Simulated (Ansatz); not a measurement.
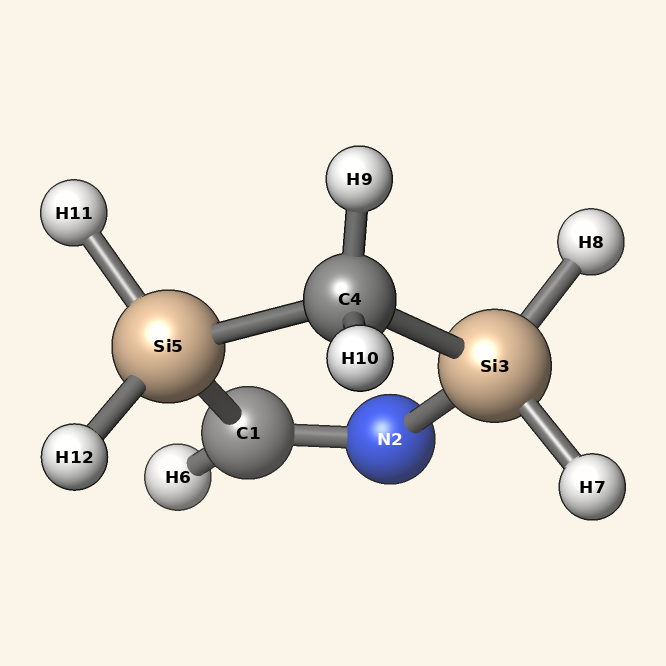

The atoms are numbered. The geometry was computed by an optimisation with PBE0-D4/def2-TZVP. No frequency run is at hand to confirm it as a minimum.

**Describe the coordination of atom 1.**

C1 has 3 neighbours (N2 at 1.27, Si5 at 1.91, H6 at 1.10 Å); the arrangement is trigonal planar.

**Describe the coordination of atom 4.**

C4 has 4 neighbours (Si3 at 1.89, Si5 at 1.88, H9 at 1.09, H10 at 1.09 Å); the arrangement is tetrahedral.

**Describe the coordination of atom 2.**

N2 has 2 neighbours (C1 at 1.27, Si3 at 1.76 Å); the arrangement is bent.

**What is the geometry at Si5?**

Si5 has 4 neighbours (C1 at 1.91, C4 at 1.88, H11 at 1.49, H12 at 1.49 Å); the arrangement is tetrahedral.

**What is the dihedral angle N2–Si3–C4–Si5?**

0° in size, that is syn (eclipsed).
